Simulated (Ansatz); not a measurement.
# F+ (triplet): energies up the ladder

Wanted for F+ (triplet): energies up the ladder. Charge +1. Spin multiplicity 3.

Program: Ansatz 0.2.0. Level of theory: the levels named in each step. These are calculated values, not measurements.

## 1. Starting point

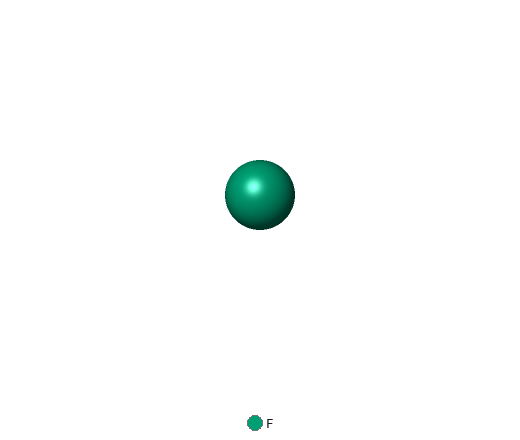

Start, viewed from a chosen angle; fluorine teal.

Structure file:

```xyz
1

F     0.0000    0.0000    0.0000
```

## 2. Single point, PBE0/def2-TZVPP

input.yaml reads:

```yaml
crystal:
  periodic: [false, false, false]
  atoms:
    - { symbol: F, position_ang: [0.0, 0.0, 0.0] }
magnetization:
  spin_polarized: true
  initial_magnetization: 2
total_charge: 1
basis:
  gaussian: { orbitals: def2-TZVPP }
hamiltonian:
  xc: pbe0
```

Started as:

```sh
$ ansatz run input.yaml --threads 1 --pin off --max-ram 2560MiB --backend cpu --events-out ev --progress --plain --runs-dir out
```

The runs that follow: Single point, PBE/def2-TZVPP; Single point, r2SCAN/def2-TZVPP; Single point, B3LYP/def2-TZVPP; Single point, wB97M-V/def2-TZVPP; Single point, B2PLYP/def2-TZVPP; Single point, LDA/def2-TZVPP; Single point, PBE0/def2-SVP; Single point, PBE/def2-SVP; Single point, CCSD(T)/def2-TZVPP; Single point, CCSD(T)/def2-QZVPP.

Q: Predict the outcome of this session. Wanted: energy at CCSD(T)/CBS.

As calculated:

```
             quantity         value
energy at CCSD(T)/CBS  -2694.685 eV
```

What this shows: These totals serve in differences with atoms or fragments at the same level; alone they don't rank the methods.
